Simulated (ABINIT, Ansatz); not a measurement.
## Lattice dynamics of RbCaH3 (Pm-3m) in two programs

How does RbCaH3 (Pm-3m) vibrate, and is this structure a minimum?

Calculated with ABINIT 10.8.3; DFT LDA, scalar-relativistic, plane waves, PseudoDojo norm-conserving pseudopotentials.

## Step 1: The structure

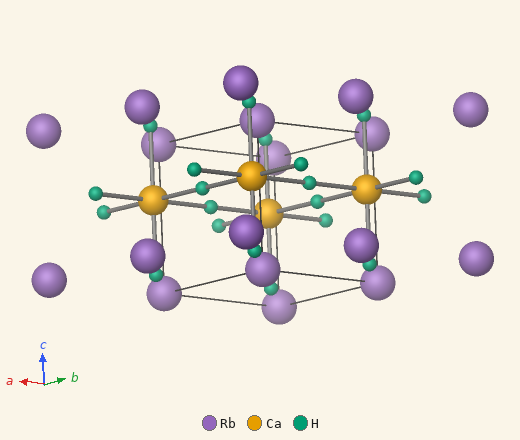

The cell as given, from a free direction (rubidium purple, calcium orange, hydrogen teal). 2×2×1 cells are drawn. Some periodic images of atoms are drawn too.

## Step 2: Relaxation

The harmonic expansion needs vanishing forces, and a free crystal bears no stress, so cell and atoms are brought to rest. Stress is more sensitive to the basis than forces are: the last 3 Ha under the cutoff are smoothed with ecutsm, and the cutoff is raised above that of the later runs.

The starting cell comes from a relaxation made beforehand in Ansatz (LDA, PseudoDojo NC).

relax.abi

```
# relaxation
ionmov 2
optcell 2
dilatmx 1.08
ntime 40
tolmxf 1.0d-05
tolvrs 1.0d-14
prtwf 0
prtden 0
chksymtnons 0

# basis, mesh and filling
ecut 39.0
ecutsm 3.0
ngkpt 6 6 6
nshiftk 1
shiftk 0.0 0.0 0.0
istwfk *1
occopt 1
nband 11
nstep 100
diemac 9.0
prtebands 0
prtgsr 0
useylm 1

# cell and atoms
acell 3*1.0 Angstrom
rprim 
    4.397243389 0.0 0.0
    0.0 4.397243389 0.0
    0.0 0.0 4.397243389
ntypat 3
znucl 37 20 1
natom 5
typat 1 2 3 3 3
xred 
    0.0 0.0 0.0
    0.5 0.5 0.5
    0.0 0.5 0.5
    0.5 0.0 0.5
    0.5 0.5 0.0
pp_dirpath "./pseudo"
pseudos "Rb.upf, Ca.upf, H.upf"
```

Run with:

```sh
OMP_NUM_THREADS=1 mpirun -n 4 abinit relax.abi > relax.log
```

Numbers of over 12 decimals in the logs are rounded to 6 here.

relax.abo, the main output file:

```text
[banners, grids, parts of the stress and lines that vanish by symmetry left out]
- input  file    -> relax.abi
- output file    -> relax.abo
- root for input  files -> relaxi
[...]
Symmetries : space group Pm -3 m (#221); Bravais cP (primitive cubic)
[...]
mpw =        8480          nfft =      157464          nkpt =          20
[...]
== DATASET  1 ==================================================================
[...]
cutoff_energies: {ecut:  39.0, pawecutdg:  -1.0, }
[...]
ETOT  1  -67.497367164427    -6.750E+01 1.205E-01 4.670E+02
 ETOT  2  -67.581205406978    -8.384E-02 3.419E-04 3.668E+01
 ETOT  3  -67.582598109738    -1.393E-03 9.177E-05 3.941E+00
 ETOT  4  -67.582744103030    -1.460E-04 5.628E-06 3.577E-02
 ETOT  5  -67.582749436713    -5.334E-06 9.337E-07 5.841E-03
[...]
At SCF step   15       vres2   =  3.72E-15 < tolvrs=  1.00E-14 =>converged.
[...]
sigma(1 1)=  1.58975253E-07  sigma(3 2)=  0.00000000E+00
  sigma(2 2)=  1.58975253E-07  sigma(3 1)=  0.00000000E+00
  sigma(3 3)=  1.58975253E-07  sigma(2 1)=  0.00000000E+00
[...]
convergence: {deltae: -2.132E-13, res2:  3.715E-15, residm:  1.180E-16, diffor: null, }
etotal    :  -6.75827504E+01
[...]
ETOT  1  -67.582750412057    -6.758E+01 2.717E-11 1.665E-05
[...]
At SCF step    8       vres2   =  4.16E-15 < tolvrs=  1.00E-14 =>converged.
[...]
sigma(1 1)=  1.44882197E-07  sigma(3 2)=  0.00000000E+00
  sigma(2 2)=  1.44882197E-07  sigma(3 1)=  0.00000000E+00
  sigma(3 3)=  1.44882197E-07  sigma(2 1)=  0.00000000E+00
[...]
convergence: {deltae:  4.377E-12, res2:  4.160E-15, residm:  3.741E-18, diffor: null, }
etotal    :  -6.75827504E+01
[...]
ETOT  1  -67.582750297834    -6.758E+01 1.249E-08 1.760E-03
[...]
ETOT  9  -67.582750419113    -3.055E-12 2.716E-17 9.819E-14
 ETOT 10  -67.582750419114    -1.052E-12 4.572E-18 1.749E-15
 At SCF step   10       vres2   =  1.75E-15 < tolvrs=  1.00E-14 =>converged.
[...]
sigma(1 1)= -2.93585854E-11  sigma(3 2)=  0.00000000E+00
  sigma(2 2)= -2.93585833E-11  sigma(3 1)=  0.00000000E+00
  sigma(3 3)= -2.93585850E-11  sigma(2 1)=  0.00000000E+00
[...]
convergence: {deltae: -1.052E-12, res2:  1.749E-15, residm:  4.572E-18, diffor: null, }
etotal    :  -6.75827504E+01
[...]
At Broyd/MD step   3, gradients are converged :
[...]
sigma(1 1)= -2.93585854E-11  sigma(3 2)=  0.00000000E+00
  sigma(2 2)= -2.93585833E-11  sigma(3 1)=  0.00000000E+00
  sigma(3 3)= -2.93585850E-11  sigma(2 1)=  0.00000000E+00
[...]
- sigma(1 1)= -8.63759405E-07  sigma(3 2)=  0.00000000E+00
- sigma(2 2)= -8.63759341E-07  sigma(3 1)=  0.00000000E+00
- sigma(3 3)= -8.63759392E-07  sigma(2 1)=  0.00000000E+00
[...]
fcart     -0.0000000000E+00 -0.0000000000E+00 -0.0000000000E+00
           strten     -2.9358585441E-11 -2.9358583273E-11 -2.9358585008E-11
================================================================================

[key lines of the parts left out:]
pressure_GPa:   8.6376E-07
Total energy (etotal) [Ha]= -6.75827504191136E+01
```

The job ended after 44 s (4 MPI ranks of Arm Neoverse V2, shared host).

Little changed from the start: no atom moved by 0.005 Å and no cell edge by 0.1 %.

Numbers from this step:

```yaml
volume_per_atom: 17.00 Å³
pressure: 8.64e-7 GPa
```

## Step 3: Ground state

The response is built on these wavefunctions, so the potential is converged far more tightly than an energy would need. The mesh is shifted off Γ, since shifted meshes converge sums over the zone faster.

gs.abi

```
# ground state
tolvrs 1.0d-16
prtden 1
prtwf 1
prtpot 1

# basis, mesh and filling
ecut 31.0
ngkpt 6 6 6
nshiftk 1
shiftk 0.5 0.5 0.5
istwfk *1
occopt 1
nband 11
nstep 100
diemac 9.0
prtebands 0
prtgsr 0
useylm 1

# cell and atoms
acell 3*1.0 Angstrom
rprim 
    4.397006859 0.0 0.0
    0.0 4.397006859 0.0
    0.0 0.0 4.397006859
ntypat 3
znucl 37 20 1
natom 5
typat 1 2 3 3 3
xred 
    0.0 0.0 0.0
    0.5 0.5 0.5
    0.0 0.5 0.5
    0.5 0.0 0.5
    0.5 0.5 0.0
pp_dirpath "./pseudo"
pseudos "Rb.upf, Ca.upf, H.upf"
```

Run with:

```sh
OMP_NUM_THREADS=1 mpirun -n 4 abinit gs.abi > gs.log
```

gs.abo, the main output file:

```text
[banners, grids, parts of the stress and lines that vanish by symmetry left out]
- input  file    -> gs.abi
- output file    -> gs.abo
- root for input  files -> gsi
[...]
Symmetries : space group Pm -3 m (#221); Bravais cP (primitive cubic)
[...]
mpw =        4749          nfft =       91125          nkpt =          10
[...]
== DATASET  1 ==================================================================
[...]
cutoff_energies: {ecut:  31.0, pawecutdg:  -1.0, }
[...]
ETOT  1  -67.498358753694    -6.750E+01 1.295E-01 2.553E+02
 ETOT  2  -67.580849480284    -8.249E-02 7.669E-04 2.437E+01
 ETOT  3  -67.582362923521    -1.513E-03 9.414E-05 2.352E+00
 ETOT  4  -67.582515907410    -1.530E-04 8.995E-06 3.044E-02
 ETOT  5  -67.582522662073    -6.755E-06 1.021E-06 3.624E-03
[...]
ETOT 16  -67.582523701979     2.359E-12 7.055E-18 1.230E-15
 ETOT 17  -67.582523701979    -6.111E-13 8.853E-19 5.003E-17
 At SCF step   17       vres2   =  5.00E-17 < tolvrs=  1.00E-16 =>converged.
[...]
sigma(1 1)=  3.44688356E-06  sigma(3 2)=  0.00000000E+00
  sigma(2 2)=  3.44688356E-06  sigma(3 1)=  0.00000000E+00
  sigma(3 3)=  3.44688356E-06  sigma(2 1)=  0.00000000E+00
[...]
convergence: {deltae: -6.111E-13, res2:  5.003E-17, residm:  8.853E-19, diffor: null, }
etotal    :  -6.75825237E+01
[...]
sigma(1 1)=  3.44688356E-06  sigma(3 2)=  0.00000000E+00
  sigma(2 2)=  3.44688356E-06  sigma(3 1)=  0.00000000E+00
  sigma(3 3)=  3.44688356E-06  sigma(2 1)=  0.00000000E+00
[...]
- sigma(1 1)=  1.01410816E-01  sigma(3 2)=  0.00000000E+00
- sigma(2 2)=  1.01410816E-01  sigma(3 1)=  0.00000000E+00
- sigma(3 3)=  1.01410816E-01  sigma(2 1)=  0.00000000E+00
[...]
fcart     -0.0000000000E+00 -0.0000000000E+00 -0.0000000000E+00
           strten      3.4468835614E-06  3.4468835614E-06  3.4468835614E-06
================================================================================

[key lines of the parts left out:]
pressure_GPa:  -1.0141E-01
```

Wall time 9.8 s (4 MPI ranks).

Numbers from this step:

| Property | Result |
| --- | --- |
| pressure | -0.1014 GPa |

The cell stands at -0.10 GPa: the relaxation ran with a smoothed and higher cutoff and on another k mesh.

## Step 4: Empty bands

Empty bands on the ground state's density check that the gap assumed so far is there in this cell.

gap.abi

```
# empty bands on the ground state's density
iscf -2
getden_filepath "gso_DEN"
tolwfr 1.0d-12
nbdbuf 2
prtwf 0

# basis, mesh and filling
ecut 31.0
ngkpt 6 6 6
nshiftk 1
shiftk 0.0 0.0 0.0
istwfk *1
occopt 1
nband 15
nstep 100
diemac 9.0
prtebands 0
prtgsr 0
useylm 1

# cell and atoms
acell 3*1.0 Angstrom
rprim 
    4.397006859 0.0 0.0
    0.0 4.397006859 0.0
    0.0 0.0 4.397006859
ntypat 3
znucl 37 20 1
natom 5
typat 1 2 3 3 3
xred 
    0.0 0.0 0.0
    0.5 0.5 0.5
    0.0 0.5 0.5
    0.5 0.0 0.5
    0.5 0.5 0.0
pp_dirpath "./pseudo"
pseudos "Rb.upf, Ca.upf, H.upf"
```

Run with:

```sh
OMP_NUM_THREADS=1 mpirun -n 4 abinit gap.abi > gap.log
```

gap.abo, the main output file:

```text
[banners, grids, parts of the stress and lines that vanish by symmetry left out]
- input  file    -> gap.abi
- output file    -> gap.abo
- root for input  files -> gapi
[...]
Symmetries : space group Pm -3 m (#221); Bravais cP (primitive cubic)
[...]
mpw =        4757          nfft =       91125          nkpt =          20
[...]
== DATASET  1 ==================================================================
[...]
cutoff_energies: {ecut:  31.0, pawecutdg:  -1.0, }
[...]
-outvars: echo values of variables after computation
            acell      1.8897261259E+00  1.8897261259E+00  1.8897261259E+00 Bohr
================================================================================
```

It took 16 s on 4 MPI ranks; 66 s of CPU time.

Numbers from this step:

```
gap on the k-mesh : 2.829 eV
```

In this cell the gap on the mesh is 2.8 eV, direct, so fixed occupations hold.

## Step 5: Linear response at Γ

The derivative of the wavefunctions by k comes first, since the response to a field is built on it; then the field and the displacements that symmetry doesn't supply are solved at q = 0.

It reads the wavefunctions written in step 3.

dfpt_gamma.abi

```
ndtset 2

# common to the responses
getwfk_filepath "gso_WFK"
kptopt 2
nqpt 1
qpt 0.0 0.0 0.0
asr 0
chneut 0

# d/dk
rfelfd1 2
rfdir1 1 1 1
iscf1 -3
tolwfr1 1.0d-20

# displacements, field
rfphon2 1
rfatpol2 1 5
rfdir2 1 1 1
rfelfd2 3
getddk2 1
tolvrs2 1.0d-10
prtwf2 0
prtpot2 1

# basis, mesh and filling
ecut 31.0
ngkpt 6 6 6
nshiftk 1
shiftk 0.5 0.5 0.5
istwfk *1
occopt 1
nband 11
nstep 100
diemac 9.0
prtebands 0
prtgsr 0
useylm 1

# cell and atoms
acell 3*1.0 Angstrom
rprim 
    4.397006859 0.0 0.0
    0.0 4.397006859 0.0
    0.0 0.0 4.397006859
ntypat 3
znucl 37 20 1
natom 5
typat 1 2 3 3 3
xred 
    0.0 0.0 0.0
    0.5 0.5 0.5
    0.0 0.5 0.5
    0.5 0.0 0.5
    0.5 0.5 0.0
pp_dirpath "./pseudo"
pseudos "Rb.upf, Ca.upf, H.upf"
```

Run with:

```sh
OMP_NUM_THREADS=1 mpirun -n 4 abinit dfpt_gamma.abi > dfpt_gamma.log
```

dfpt_gamma.abo, the main output file:

```text
[banners, grids, parts of the stress and lines that vanish by symmetry left out]
- input  file    -> dfpt_gamma.abi
- output file    -> dfpt_gamma.abo
- root for input  files -> dfpt_gammai
[...]
DATASET    1 : space group Pm -3 m (#221); Bravais cP (primitive cubic)
[...]
nfft =       91125          nkpt =         108
[...]
DATASET    2 : space group Pm -3 m (#221); Bravais cP (primitive cubic)
[...]
nfft =       91125          nkpt =         108
[...]
== DATASET  1 ==================================================================
[...]
cutoff_energies: {ecut:  31.0, pawecutdg:  -1.0, }
[...]
-  1.00000   1.00000  180309                  znucl, zion, pspdat
[...]
Perturbation : derivative vs k along direction   1
[...]
-ETOT  1  -11.896216713585     -1.190E+01 1.205E-01 0.000E+00
 ETOT  2  -11.985852714135     -8.964E-02 1.609E-02 0.000E+00
 ETOT  3  -11.989774413661     -3.922E-03 7.318E-04 0.000E+00
 ETOT  4  -11.990025764488     -2.514E-04 6.799E-05 0.000E+00
 ETOT  5  -11.990043912822     -1.815E-05 5.792E-06 0.000E+00
[...]
At SCF step   20   max residual=  1.00E-20 < tolwfr=  1.00E-20 =>converged.
[...]
Perturbation : derivative vs k along direction   2
[...]
-ETOT  1  -11.895193833709     -1.190E+01 1.205E-01 0.000E+00
[...]
At SCF step   20   max residual=  1.00E-20 < tolwfr=  1.00E-20 =>converged.
[...]
Perturbation : derivative vs k along direction   3
[...]
-ETOT  1  -11.896216674498     -1.190E+01 1.205E-01 0.000E+00
[...]
At SCF step   20   max residual=  1.00E-20 < tolwfr=  1.00E-20 =>converged.
[...]
1        1       0.8977693708    0.0000000000
     1        2       0.0000000000    0.0000000000
     1        3       0.0000000000    0.0000000000
     2        1       0.0000000000    0.0000000000
     2        2       0.8977693708    0.0000000000
     2        3       0.0000000000    0.0000000000
     3        1       0.0000000000    0.0000000000
     3        2       0.0000000000    0.0000000000
     3        3       0.8977693708   -0.0000000000
[...]
== DATASET  2 ==================================================================
[...]
cutoff_energies: {ecut:  31.0, pawecutdg:  -1.0, }
[...]
Perturbation : displacement of atom   1   along direction   1
[...]
-ETOT  1   1.455603     -1.326E+03 5.248E+00 1.004E+02
[...]
At SCF step   12       vres2   =  3.19E-11 < tolvrs=  1.00E-10 =>converged.
[...]
Perturbation : displacement of atom   2   along direction   1
[...]
-ETOT  1   9.188803     -3.118E+03 1.312E+01 4.576E+02
[...]
At SCF step   14       vres2   =  1.43E-11 < tolvrs=  1.00E-10 =>converged.
[...]
Perturbation : displacement of atom   3   along direction   1
[...]
-ETOT  1   4.612838     -7.009E+01 2.343E-01 2.553E+03
[...]
At SCF step   11       vres2   =  2.45E-11 < tolvrs=  1.00E-10 =>converged.
[...]
Perturbation : displacement of atom   3   along direction   2
[...]
-ETOT  1  0.956932     -6.897E+01 3.957E-01 1.963E+03
[...]
At SCF step   11       vres2   =  5.52E-11 < tolvrs=  1.00E-10 =>converged.
[...]
Perturbation : homogeneous electric field along direction   1
[...]
-ETOT  1  -59.659066269516     -5.966E+01 2.578E+00 5.735E+03
[...]
ETOT 12  -64.054364508787     -1.405E-10 8.235E-11 5.758E-10
 ETOT 13  -64.054364508803     -1.580E-11 1.048E-11 3.408E-11
 At SCF step   13       vres2   =  3.41E-11 < tolvrs=  1.00E-10 =>converged.
[...]
Dielectric tensor, in cartesian coordinates,
[...]
1    7   1    7         3.4538208060        -0.0000000000
   1    7   2    7        -0.0000000000        -0.0000000000
   1    7   3    7        -0.0000000000        -0.0000000000
   2    7   1    7        -0.0000000000        -0.0000000000
   2    7   2    7         3.4538208060        -0.0000000000
   2    7   3    7        -0.0000000000        -0.0000000000
   3    7   1    7        -0.0000000000        -0.0000000000
   3    7   2    7        -0.0000000000        -0.0000000000
   3    7   3    7         3.4538208060        -0.0000000000
  Effective charges, in cartesian coordinates,
[...]
1    1   1    7         1.0883491870         0.0000000000
   2    1   1    7         0.0000000000         0.0000000000
   3    1   1    7         0.0000000000         0.0000000000
   1    2   1    7         1.7379159899         0.0000000000
   2    2   1    7         0.0000000000         0.0000000000
[...]
Effective charges, in cartesian coordinates,
[...]
2    7   1    5         0.0000000000         0.0000000000
   3    7   1    5         0.0000000000         0.0000000000
   1    7   2    5         0.0000000000         0.0000000000
   2    7   2    5        -0.8784104193         0.0000000000
   3    7   2    5         0.0000000000         0.0000000000
   1    7   3    5         0.0000000000         0.0000000000
   2    7   3    5         0.0000000000         0.0000000000
   3    7   3    5        -1.0690667430         0.0000000000
  Phonon wavevector (reduced coordinates) :  0.00000  0.00000  0.00000
 Phonon energies in Hartree :
[...]
Phonon frequencies in cm-1    :
- -4.920612E-01 -4.920610E-01 -4.920603E-01  1.083584E+02  1.083584E+02
-  1.083584E+02  3.496674E+02  3.496674E+02  3.496674E+02  4.059692E+02
-  4.059692E+02  4.059692E+02  1.206614E+03  1.206614E+03  1.206614E+03
  Phonon at Gamma, with non-analyticity in the
[...]
Phonon energies in Hartree :
[...]
Phonon frequencies in cm-1    :
- -4.920612E-01 -4.920610E-01 -4.920228E-01  1.083584E+02  1.083584E+02
-  1.186804E+02  3.496674E+02  3.496674E+02  3.496674E+02  4.059692E+02
-  4.059692E+02  6.419552E+02  1.206614E+03  1.206614E+03  1.291454E+03
  Phonon at Gamma, with non-analyticity in the
[...]
Phonon energies in Hartree :
[...]
Phonon frequencies in cm-1    :
- -4.920612E-01 -4.920603E-01 -4.920234E-01  1.083584E+02  1.083584E+02
-  1.186804E+02  3.496674E+02  3.496674E+02  3.496674E+02  4.059692E+02
-  4.059692E+02  6.419552E+02  1.206614E+03  1.206614E+03  1.291454E+03
  Phonon at Gamma, with non-analyticity in the
[...]
Phonon energies in Hartree :
[...]
Phonon frequencies in cm-1    :
- -4.920610E-01 -4.920603E-01 -4.920237E-01  1.083584E+02  1.083584E+02
-  1.186804E+02  3.496674E+02  3.496674E+02  3.496674E+02  4.059692E+02
-  4.059692E+02  6.419552E+02  1.206614E+03  1.206614E+03  1.291454E+03
[...]
fcart2     0.0000000000E+00  0.0000000000E+00  0.0000000000E+00
           strten2     0.0000000000E+00  0.0000000000E+00  0.0000000000E+00
================================================================================
```

Wall time 4.8 min (4 MPI ranks); 19 min of CPU time.

Numbers from this step:

```
miss of the charge sum rule                                       : 3.77e-4 e
largest acoustic frequency at the zone centre before the sum rule : -0.49 cm⁻¹
highest optical zone-centre mode (no LO-TO term)                  : 1207 cm⁻¹
lowest optical zone-centre mode                                   : 108.4 cm⁻¹
mean high-frequency dielectric constant                           : 3.454
largest Born charge in size (third of the trace)                  : 1.738 e
```

Born charge (rows field, columns displacement), before the sum rule (e), principal values of the symmetric part by kind of site:

```
atom  atoms with these values    low  middle   high   mean
 Rb1                        1   1.09    1.09   1.09   1.09
 Ca2                        1   1.74    1.74   1.74   1.74
  H3                        3  -1.07   -0.88  -0.88  -0.94
```

In full for Ca2:

```
1.74 0.00 0.00
0.00 1.74 0.00
0.00 0.00 1.74
```

High-frequency dielectric tensor:

```
3.45 0.00 0.00
0.00 3.45 0.00
0.00 0.00 3.45
```

The acoustic modes at Γ come out as far as 0.5 cm⁻¹ from zero, where they should vanish, a small numerical error; the Born charges miss their sum rule by 3.8e-4 e, which is good.

(Continued in part 2 of 4.)

[Host names and launcher messages were left out of these logs when they were recorded.]

[Logs are printed without paths, hosts, clocks, repeated set-up lines and the standing remarks that a program may print on its own settings, such as how far it seeks lower states.]

[Hosts, paths, dates, database ids (printed as entryN), source tags and the programs' standing remarks are cut or masked in the printed files.]
